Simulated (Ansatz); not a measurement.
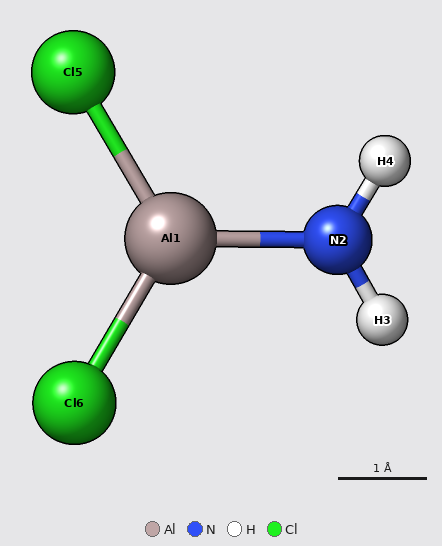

**Figure 1.** The starting structure (ball-and-stick view, seen on its broad side; atoms are numbered from 1 in the order of the input). Sticks mark near contacts. Bond lengths as drawn: Al–Cl 2.23 Å, Al–N 1.92 Å and H–N 1.06 Å.

## Geometry relaxation, with input and output: AlNH2Cl2

- system: AlNH2Cl2
- method: RKS PBE-D4/def2-SVP (Ansatz 0.2.0)

It belongs to a series of runs on one base structure; here: start relaxed. Figures and captions count atoms from 1; the log counts them from 0 in places.

### The input
```yaml
crystal:
  periodic: [false, false, false]
  atoms:
    - { symbol: Al, position_ang: [0.0, 0.0, 0.0] }
    - { symbol: "N", position_ang: [0.0, 0.0, 1.92] }
    - { symbol: H, position_ang: [-0.877, -0.2713, 2.45] }
    - { symbol: H, position_ang: [0.877, 0.2713, 2.45] }
    - { symbol: Cl, position_ang: [1.9312, 0.0, -1.115] }
    - { symbol: Cl, position_ang: [-1.9312, 0.0, -1.115] }
basis:
  gaussian: { orbitals: def2-SVP }
hamiltonian:
  xc: pbe
  dispersion: d4
relax:
  f_tol: 0.02
  max_steps: 40
output:
  orbitals: {}
```

Machine: 1 thread of AMD EPYC (Zen 3), 24 GiB of memory available, shared host.

Command:
```bash
ansatz run input.yaml --threads 1 --pin off --max-ram 2048MiB --backend cpu --events-out ev --progress --plain --runs-dir out
```

### Output
```
The last accepted step is kept in [file] (removed where the run ends without a failure and the disk answers)
Engine: ansatz 0.2.0, x86_64-unknown-linux-gnu
Functional definition: PBE
  parameter kappa = 0.804
  parameter beta = 0.06672455060314922
  exchange = pbe_x(kappa = kappa, mu = beta*pi^2/3)
  correlation = pbe_c(beta = beta)
871 factors; their error is unknown
mean field evaluation 1: about -33133.3375 eV, gradient 6.4e1 eV
mean field evaluation 2: about -33070.9282 eV, gradient 1.3e2 eV
mean field evaluation 4: about -33141.6073 eV, gradient 1.5e1 eV
mean field evaluation 8: about -33142.2093 eV, gradient 2.1e-1 eV
mean field evaluation 16: about -33142.1561 eV, gradient 4.7e-5 eV
mean field -33142.15607244 eV, -1217.9517711018 hartree, gradient 4.5e-5 eV, S^2 0.000000; 0 other end points of the search recorded, 0 dependent functions left out
the calculation of the forces begins
reference -33142.15610767 eV, -1217.9517723968 hartree; 28, 28 occupied and 50, 50 virtual orbitals, 871 factors
relax step   1: F+E_penalty+E_count = -33142.29049121 eV  Δ(F+E_penalty+E_count) = +0.000e0 eV  max|allowed force component| = 1.956e0 eV/Å  Δτ_max = 0.0000 Å  (27 SCF iters, accepted)
these checks for a lower state are left out or cut short: starts, cluster_reference, orbital_swaps, neighbouring_geometries, increment
871 factors; their error is unknown
mean field -33142.65441103 eV, -1217.9700847072 hartree, gradient 1.4e-5 eV, S^2 0.000000; 0 other end points of the search recorded, 0 dependent functions left out
the calculation of the forces begins
reference -33142.65444583 eV, -1217.9700859862 hartree; 28, 28 occupied and 50, 50 virtual orbitals, 871 factors
relax step   2: F+E_penalty+E_count = -33142.79618249 eV  Δ(F+E_penalty+E_count) = -5.057e-1 eV  max|allowed force component| = 1.076e0 eV/Å  Δτ_max = 0.1948 Å  (33 SCF iters, accepted)
these checks for a lower state are left out or cut short: starts, cluster_reference, orbital_swaps, neighbouring_geometries, increment
871 factors; their error is unknown
mean field evaluation 32: about -33142.7261 eV, gradient 7.3e-4 eV
mean field -33142.72610603 eV, -1217.9727194500 hartree, gradient 1.8e-5 eV, S^2 0.000000; 0 other end points of the search recorded, 0 dependent functions left out
the calculation of the forces begins
reference -33142.72614064 eV, -1217.9727207217 hartree; 28, 28 occupied and 50, 50 virtual orbitals, 871 factors
relax step   3: F+E_penalty+E_count = -33142.87168222 eV  Δ(F+E_penalty+E_count) = -7.550e-2 eV  max|allowed force component| = 6.277e-1 eV/Å  Δτ_max = 0.0560 Å  (27 SCF iters, accepted)
these checks for a lower state are left out or cut short: starts, cluster_reference, orbital_swaps, neighbouring_geometries, increment
871 factors; their error is unknown
mean field -33142.72814993 eV, -1217.9727945618 hartree, gradient 1.1e-5 eV, S^2 0.000000; 0 other end points of the search recorded, 0 dependent functions left out
the calculation of the forces begins
reference -33142.72818439 eV, -1217.9727958283 hartree; 28, 28 occupied and 50, 50 virtual orbitals, 871 factors
relax step   4: F+E_penalty+E_count = -33142.87324130 eV  Δ(F+E_penalty+E_count) = -1.559e-3 eV  max|allowed force component| = 1.203e0 eV/Å  Δτ_max = 0.0207 Å  (28 SCF iters, accepted)
these checks for a lower state are left out or cut short: starts, cluster_reference, orbital_swaps, neighbouring_geometries, increment
871 factors; their error is unknown
mean field -33142.74370052 eV, -1217.9733660356 hartree, gradient 1.2e-5 eV, S^2 0.000000; 0 other end points of the search recorded, 0 dependent functions left out
the calculation of the forces begins
reference -33142.74373513 eV, -1217.9733673074 hartree; 28, 28 occupied and 50, 50 virtual orbitals, 871 factors
relax step   5: F+E_penalty+E_count = -33142.88848439 eV  Δ(F+E_penalty+E_count) = -1.524e-2 eV  max|allowed force component| = 1.922e-1 eV/Å  Δτ_max = 0.0111 Å  (28 SCF iters, accepted)
these checks for a lower state are left out or cut short: starts, cluster_reference, orbital_swaps, neighbouring_geometries, increment
871 factors; their error is unknown
mean field -33142.74718202 eV, -1217.9734939785 hartree, gradient 1.2e-5 eV, S^2 0.000000; 0 other end points of the search recorded, 0 dependent functions left out
the calculation of the forces begins
reference -33142.74721675 eV, -1217.9734952546 hartree; 28, 28 occupied and 50, 50 virtual orbitals, 871 factors
relax step   6: F+E_penalty+E_count = -33142.89179750 eV  Δ(F+E_penalty+E_count) = -3.313e-3 eV  max|allowed force component| = 6.412e-2 eV/Å  Δτ_max = 0.0176 Å  (28 SCF iters, accepted)
these checks for a lower state are left out or cut short: starts, cluster_reference, orbital_swaps, neighbouring_geometries, increment
871 factors; their error is unknown
mean field evaluation 64: about -33142.7474 eV, gradient 7.0e-4 eV
mean field -33142.74740184 eV, -1217.9735020565 hartree, gradient 1.2e-5 eV, S^2 0.000000; 0 other end points of the search recorded, 0 dependent functions left out
the calculation of the forces begins
reference -33142.74743654 eV, -1217.9735033317 hartree; 28, 28 occupied and 50, 50 virtual orbitals, 871 factors
relax step   7: F+E_penalty+E_count = -33142.89203175 eV  Δ(F+E_penalty+E_count) = -2.342e-4 eV  max|allowed force component| = 1.183e-2 eV/Å  Δτ_max = 0.0052 Å  (28 SCF iters, accepted)
```

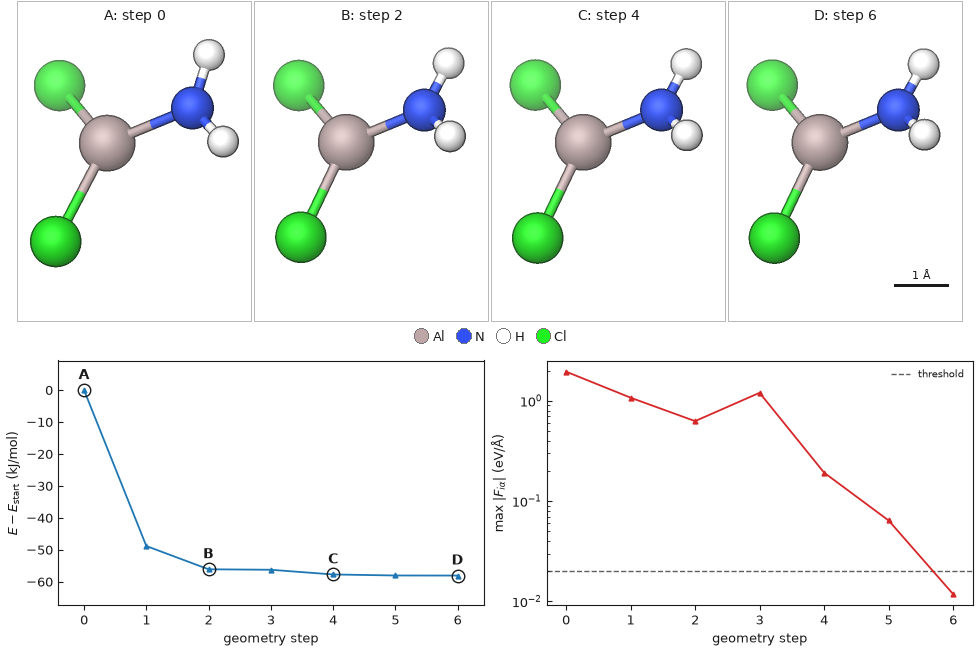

**Figure 2.** Frames of the relaxation (ball-and-stick view, seen at a tilt) above the curves, on which the letters mark them (the first geometry is step 0 here and step 1 in the log).

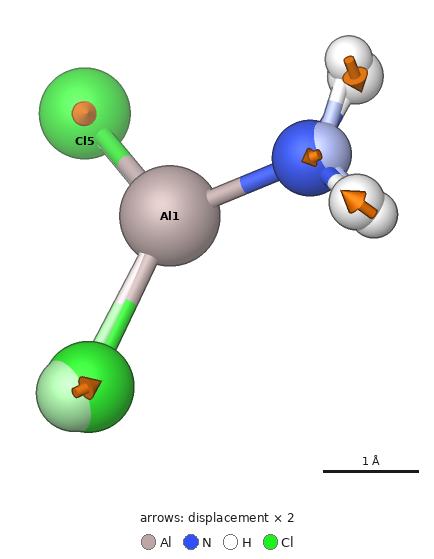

**Figure 3.** Start (faint) and end (solid) with the displacements as orange arrows, magnified 2 times (ball-and-stick view, seen at a tilt). The two geometries are laid on each other by the best rigid fit. Over 6 geometry steps the energy falls by 58.0 kJ/mol. The largest force component goes from 2 to 0.012 eV/Å. The largest moves after the best rigid fit, 0.24 Å, are those of H3 and H4. Largest moves by element: H 0.24 Å, Cl 0.18 Å, N 0.12 Å, Al 0.04 Å. Among the contacts that change: Al1–N2 1.920 → 1.765 Å, Al1–Cl5 2.230 → 2.105 Å, N2–H3 1.060 → 1.022 Å. Among the angles that change: H3–N2–H4 120.0° → 110.9°, Al1–N2–H3 120.0° → 124.6°. (Atoms are counted from 1 in the order of the input.)

```
871 factors; their error is unknown
mean field -33142.74740184 eV, -1217.9735020565 hartree, gradient 1.2e-5 eV, S^2 0.000000; 1 other end points of the search recorded, 0 dependent functions left out
the calculation of the forces begins
reference -33142.74743654 eV, -1217.9735033317 hartree; 28, 28 occupied and 50, 50 virtual orbitals, 871 factors
Total energy: -33142.89206645 eV, -1217.9788183828 hartree
Atom 0 at     0.000000     0.000000     0.038173 Å, force    -0.000000    -0.000000     0.011826 eV/Å
Atom 1 at    -0.000000    -0.000000     1.803473 Å, force    -0.000000     0.000000    -0.001114 eV/Å
Atom 2 at    -0.840203    -0.045707     2.383253 Å, force     0.004841    -0.000045     0.001351 eV/Å
Atom 3 at     0.840203     0.045707     2.383253 Å, force    -0.004841     0.000045     0.001351 eV/Å
Atom 4 at     1.822934     0.100595    -1.009077 Å, force    -0.003226    -0.000320    -0.006707 eV/Å
Atom 5 at    -1.822934    -0.100595    -1.009077 Å, force     0.003226     0.000320    -0.006707 eV/Å
Dipole moment:    -0.000000    -0.000000     0.536638 e Å
```

### Trajectory as extended XYZ (Å, eV, eV/Å), 7 frames, from step=1 to step=7
```
6
Properties=species:S:1:pos:R:3:forces:R:3 step=1 energy=-33142.29049
Al    0.0000    0.0000    0.0000    0.0000   0.0000   1.1220
N     0.0000    0.0000    1.9200    0.0000   0.0000  -1.9556
H    -0.8770   -0.2713    2.4500    1.4985   0.5564  -0.4142
H     0.8770    0.2713    2.4500   -1.4985  -0.5564  -0.4142
Cl    1.9312    0.0000   -1.1150   -1.4449   0.0422   0.8310
Cl   -1.9312    0.0000   -1.1150    1.4449  -0.0422   0.8310
6
Properties=species:S:1:pos:R:3:forces:R:3 step=2 energy=-33142.79618
Al    0.0000    0.0000    0.0287    0.0000   0.0000   0.7773
N     0.0000    0.0000    1.8503    0.0000   0.0000  -0.7653
H    -0.8884   -0.0847    2.3954    1.0757   0.1201  -0.2326
H     0.8884    0.0847    2.3954   -1.0757  -0.1201  -0.2326
Cl    1.8417    0.0847   -1.0399   -0.3653  -0.0083   0.2266
Cl   -1.8417   -0.0847   -1.0399    0.3653   0.0083   0.2266
6
Properties=species:S:1:pos:R:3:forces:R:3 step=3 energy=-33142.87168
Al    0.0000    0.0000    0.0470    0.0000   0.0000  -0.0108
N     0.0000    0.0000    1.8039    0.0000   0.0000   0.5295
H    -0.8672   -0.0527    2.3666    0.6277   0.0407  -0.1242
H     0.8672    0.0527    2.3666   -0.6277  -0.0407  -0.1242
Cl    1.8081    0.0978   -0.9970    0.2343   0.0139  -0.1352
Cl   -1.8081   -0.0978   -0.9970   -0.2343  -0.0139  -0.1352
6
Properties=species:S:1:pos:R:3:forces:R:3 step=4 energy=-33142.87324
Al    0.0000    0.0000    0.0455    0.0000   0.0000   0.3130
N     0.0000    0.0000    1.8203    0.0000   0.0000  -1.2030
H    -0.8484   -0.0449    2.3624   -0.3624  -0.0202   0.5178
H     0.8484    0.0449    2.3624    0.3624   0.0202   0.5178
Cl    1.8142    0.1009   -1.0003    0.1276   0.0066  -0.0729
Cl   -1.8142   -0.1009   -1.0003   -0.1276  -0.0066  -0.0729
6
Properties=species:S:1:pos:R:3:forces:R:3 step=5 energy=-33142.88848
Al    0.0000    0.0000    0.0456    0.0000   0.0000  -0.0352
N     0.0000    0.0000    1.8100    0.0000   0.0000  -0.1922
H    -0.8522   -0.0402    2.3718    0.0999   0.0010   0.1250
H     0.8522    0.0402    2.3718   -0.0999  -0.0010   0.1250
Cl    1.8203    0.1033   -1.0046    0.0157  -0.0009  -0.0113
Cl   -1.8203   -0.1033   -1.0046   -0.0157   0.0009  -0.0113
6
Properties=species:S:1:pos:R:3:forces:R:3 step=6 energy=-33142.89180
Al    0.0000    0.0000    0.0349    0.0000   0.0000   0.0641
N     0.0000    0.0000    1.8012    0.0000   0.0000  -0.0141
H    -0.8392   -0.0459    2.3822   -0.0080  -0.0006  -0.0049
H     0.8392    0.0459    2.3822    0.0080   0.0006  -0.0049
Cl    1.8264    0.1006   -1.0052   -0.0034  -0.0003  -0.0201
Cl   -1.8264   -0.1006   -1.0052    0.0034   0.0003  -0.0201
6
Properties=species:S:1:pos:R:3:forces:R:3 step=7 energy=-33142.89203
Al    0.0000    0.0000    0.0382    0.0000   0.0000   0.0118
N     0.0000    0.0000    1.8035    0.0000   0.0000  -0.0011
H    -0.8402   -0.0457    2.3833    0.0048   0.0000   0.0014
H     0.8402    0.0457    2.3833   -0.0048   0.0000   0.0014
Cl    1.8229    0.1006   -1.0091   -0.0032  -0.0003  -0.0067
Cl   -1.8229   -0.1006   -1.0091    0.0032   0.0003  -0.0067
```

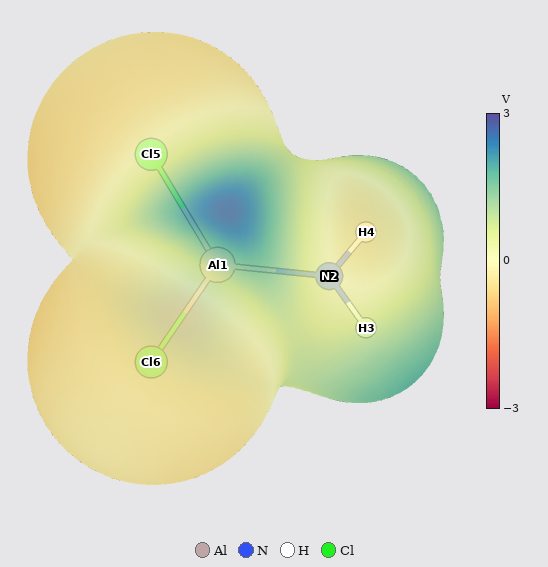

**Figure 4.** The molecular electrostatic potential painted on the density surface at 0.002 e/bohr³, seen at a tilt; the colour scale runs from red (negative) to blue (positive).

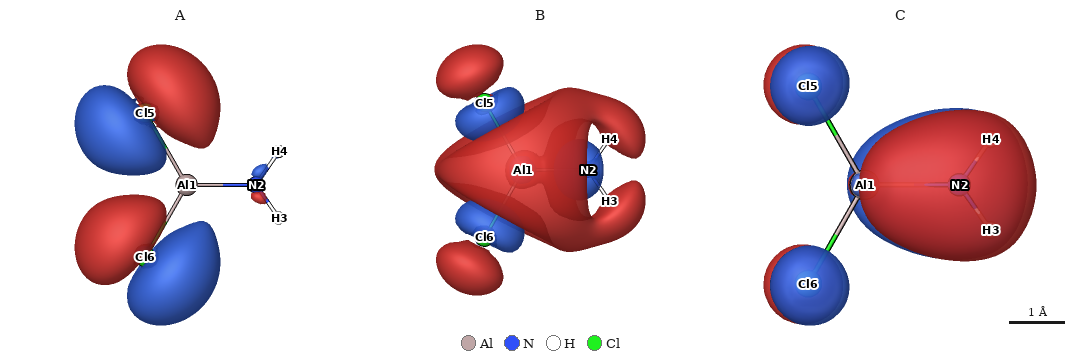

**Figure 5.** Three frontier orbitals at ±0.06 Å⁻³ᐟ² (red and blue are the two phases). A is the HOMO−1 (−7.50 eV). C is the HOMO (−6.30 eV). B is the LUMO (−1.30 eV). Its weight (Hirshfeld) is mainly on Al1 (55 %), Cl5 (15 %), Cl6 (15 %) and N2 (10 %); it is symmetric in the molecular plane (σ or in-plane lone-pair type). The HOMO–LUMO gap is 5.00 eV between the orbital energies.

### Key numbers

| quantity | value |
| --- | --- |
| outcome | converged |
| total energy | −33142.8921 eV |
| mean-field energy | −33142.7474 eV |
| largest force (length of the vector) at the end | 0.012 eV/Å |
| wall time | 13 s |
| peak memory | 0.17 GiB |
